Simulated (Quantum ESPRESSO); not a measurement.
# MnS (Alabandite): exchange couplings by hand from total energies

Can a spin model with one coupling foretell the energy of a further order of MnS (Alabandite)?

Program: Quantum ESPRESSO 7.5. Level of theory: PBE with U = 4 eV on Mn d (ortho-atomic projectors); plane waves with GBRV 1.5 PBE potentials, no spin-orbit coupling. Results are calculated unless marked as measured.

## 1. Set-up

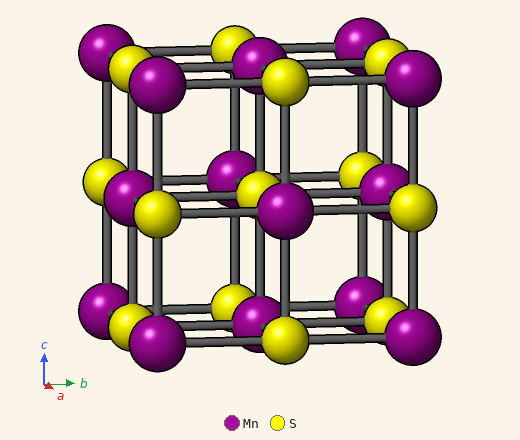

The cell as given, slightly off an axis (manganese purple, sulfur yellow). This picture shows the conventional cell, with its axes. Some periodic images of atoms are drawn too.

As a file:

```cif
data_structure
_symmetry_space_group_name_H-M 'Fm-3m'
_symmetry_Int_Tables_number 225
_cell_length_a 5.2236
_cell_length_b 5.2236
_cell_length_c 5.2236
_cell_angle_alpha 90.000
_cell_angle_beta 90.000
_cell_angle_gamma 90.000
_cell_volume 142.53
loop_
_atom_site_label
_atom_site_type_symbol
_atom_site_symmetry_multiplicity
_atom_site_Wyckoff_symbol
_atom_site_fract_x
_atom_site_fract_y
_atom_site_fract_z
_atom_site_occupancy
Mn1 Mn 4 a 0.00000 0.00000 0.00000 1
S1 S 4 b 0.50000 0.00000 0.00000 1
```

The cell comes from the Crystallography Open Database.

## 2. The parallel order

All energies count from this run.

pw.in reads:

```
&CONTROL
  calculation = 'scf'
  prefix = 'pwscf'
  outdir = './tmp'
  pseudo_dir = './pseudo'
  disk_io = 'nowf'
/
&SYSTEM
  ibrav = 0
  celldm(1) = 8
  nat = 2
  ntyp = 2
  ecutwfc = 40
  ecutrho = 280
  nbnd = 19
  occupations = 'smearing'
  smearing = 'fd'
  degauss = 0.00367493
  nspin = 2
  starting_magnetization(1) = 0.3
  starting_magnetization(2) = 0
/
&ELECTRONS
  conv_thr = 4d-09
  electron_maxstep = 150
  mixing_beta = 0.3
/
ATOMIC_SPECIES
Mn     54.9380 mn_pbe_v1.5.uspp.F.UPF
S      32.0600 s_pbe_v1.4.uspp.F.UPF
CELL_PARAMETERS alat
   0.0000000000000    0.6169483365372    0.6169483365372
   0.6169483365372    0.0000000000000    0.6169483365372
   0.6169483365372    0.6169483365372    0.0000000000000
ATOMIC_POSITIONS crystal
Mn      0.0000000000    0.0000000000    0.0000000000
S       0.5000000000    0.5000000000    0.5000000000
K_POINTS automatic
8 8 8 0 0 0
HUBBARD {ortho-atomic}
U Mn-3d 4.0000
```

Launch:

```sh
OMP_NUM_THREADS=1 mpirun -n 4 pw.x -nk 4 -in pw.in > pw.out
```

What it wrote:

```text
Program PWSCF v.7.5 starts
     [... lines left out ...]
     number of atoms/cell      =            2
     [... lines left out ...]
     number of electrons       =        21.00
     number of Kohn-Sham states=           19
     kinetic-energy cutoff     =      40.0000  Ry
     charge density cutoff     =     280.0000  Ry
     scf convergence threshold =      4.0E-09
     [... lines left out ...]
     48 Sym. Ops., with inversion, found
     [... lines left out ...]
     number of k points=    29  Fermi-Dirac smearing, width (Ry)=  0.0037
     [... lines left out ...]
     iteration # 11     ecut=    40.00 Ry     beta= 0.30
     [... lines left out ...]
     Magnetic moment per site  (integrated on atomic sphere of radius R)
     atom   1 (R=0.254)  charge= 13.1455  magn=  4.5142
     atom   2 (R=0.254)  charge=  4.7371  magn=  0.1119
     [... lines left out ...]
     Tr[ns(  1)] (up, down, total) =   4.97277  0.25791  5.23068
     [... lines left out ...]
     the Fermi energy is    10.4713 ev
!    total energy              =    -235.32655466 Ry
     estimated scf accuracy    <          1.3E-09 Ry
     smearing contrib. (-TS)   =      -0.00000013 Ry
     [... lines left out ...]
     total magnetization       =     5.00 Bohr mag/cell
     absolute magnetization    =     5.00 Bohr mag/cell
     convergence has been achieved in  11 iterations
   JOB DONE.
```

It took 6.6 s on 4 MPI ranks of Intel Xeon Platinum 8488C (Sapphire Rapids), shared host; peak memory 0.35 GiB; 26 s of CPU time.

Spin moment in the atom's sphere by atom:

| atom | spin moment in the atom's sphere (μB) |
| --- | --- |
| Mn1 | 4.51 |
| S2 | 0.11 |

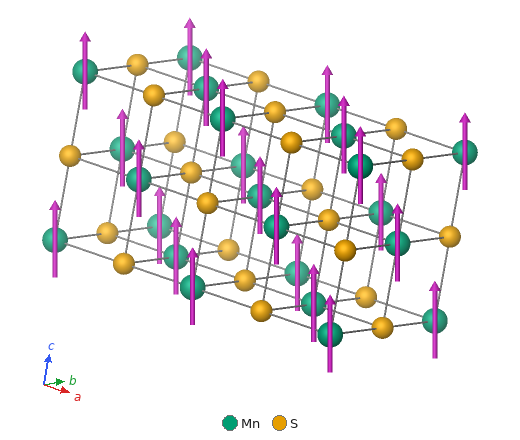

Spin moment in the atom's sphere as arrows, the longest 4.51 μB. Up and down stand for the sign. Arrows give size and sign along the axis of quantisation, drawn up and down the page. 2×1×1 conventional cells are drawn. Some periodic images of atoms are drawn too.

This step gave:

- smearing term TS: 1.80e-6 eV
- magnetization: 5 μB
- absolute magnetization: 5 μB
- final state: ferromagnetic

## 3. The orders used for the fit

The other orders were run with the same settings, on meshes that hold the same points. Free energies are divided by the number of Mn atoms; q is in fractions of the reciprocal vectors of the first run's cell.

| order | atoms | mesh | free energy (eV) | eV per Mn | largest moment (μB) |
| --- | --- | --- | --- | --- | --- |
| F + | 2 | 8×8×8 | -3201.7809 | -3201.7809 | 4.51 |
| AF q=(0,1/2,1/2) +- | 4 | 8×4×8 | -6403.6024 | -3201.8012 | 4.49 |

## 4. Counting neighbours

With E = −Σ J e_i·e_j over ordered pairs of unit vectors, turning a neighbour from parallel to opposed costs 2J a Mn atom. So an order lies 2 Σ n J over the parallel one, n being the opposed neighbours in each shell.

| shell | distance (Å) | neighbours | opposed in AF q=(0,1/2,1/2) +- | opposed in AF q=(0,0,1/2) +- |
| --- | --- | --- | --- | --- |
| J1 | 3.69 | 12 | 8 | 6 |
| J2 | 5.22 | 6 | 0 | 6 |

Only J1 is kept, as an effective coupling that takes up all reversed shells.

## 5. Solving

```
2 × 8 × J1 = -20.3 meV    (AF q=(0,1/2,1/2) +-)
J1 = -1.27 meV
```

## 6. The test

The couplings now give the orders that were left out:

```
2 × 6 × (-1.27) = -15.2 meV    (AF q=(0,0,1/2) +-)
```

The runs themselves:

| order | atoms | mesh | free energy (eV) | eV per Mn | largest moment (μB) | over the parallel order (meV) | foretold (meV) |
| --- | --- | --- | --- | --- | --- | --- | --- |
| AF q=(0,0,1/2) +- | 4 | 8×8×4 | -6403.6693 | -3201.8346 | 4.43 | -53.8 | -15.2 |

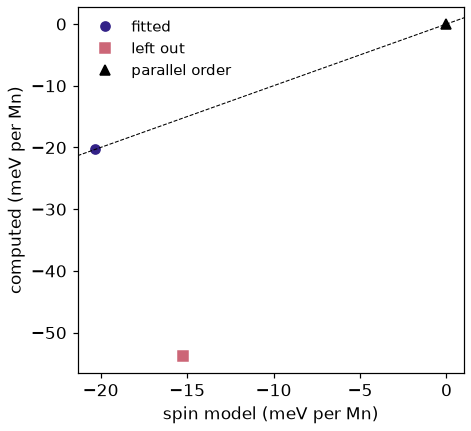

Computed energies of the orders against the model; the dashed line marks agreement.

## 7. One more shell

One way to take up the miss is the next shell. Both differences then fix both couplings, and no order is left for a test.

```
2 × 8 × J1 = -20.3 meV    (AF q=(0,1/2,1/2) +-)
2 × 6 × J1 + 2 × 6 × J2 = -53.8 meV    (AF q=(0,0,1/2) +-)
J1 = -1.27 meV
J2 = -3.21 meV
```

## 8. What came out

```
effective J1 (Mn–Mn at 3.69 Å)      : -1.27 meV
largest miss on the orders left out : 39 meV
J1 with two shells                  : -1.27 meV
J2 with two shells                  : -3.21 meV
```

The model misses the order left out by 39 meV, 72 % of the largest energy difference, so it fails: these couplings alone don't describe the crystal. With the next shell added the couplings are J1 = -1.27 and J2 = -3.21 meV, untested. The largest moment changes by 1.8 % between the orders. Shells that were dropped are folded into the couplings or show in the miss.

[Logs and program files are shortened in this print: banners, set-up blocks, solver, clock and traceback lines can be left out without a mark of their own.]

[Logs are printed without paths, hosts, clocks, repeated set-up lines and the standing remarks that a program may print on its own settings, such as how far it seeks lower states.]

[Hosts, paths, dates, database ids (printed as entryN), source tags and the programs' standing remarks are cut or masked in the printed files.]

[Where a cell is said to come from a database of computed structures, the database is the Materials Project.]
